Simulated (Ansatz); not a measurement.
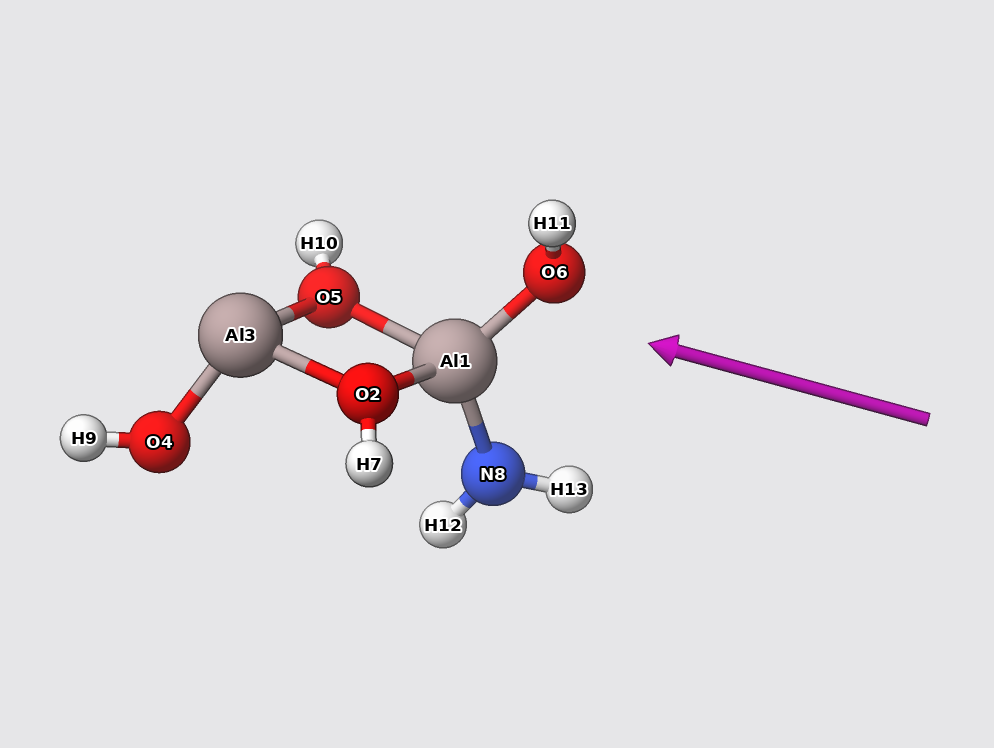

The arrow beside the molecule shows the direction of the dipole moment, from the negative to the positive end (its length means nothing). State: neutral, doublet. The computed structure is the end point of a PBE0-D4/def2-TZVP optimisation. Properties computed with UKS PBE0-D4/def2-TZVP (Ansatz 0.2.0).

Question: How large is the dipole moment?

Answer: 1.60 D; it points from the side of H13 to the side of H9 (the outermost atoms at the two ends).
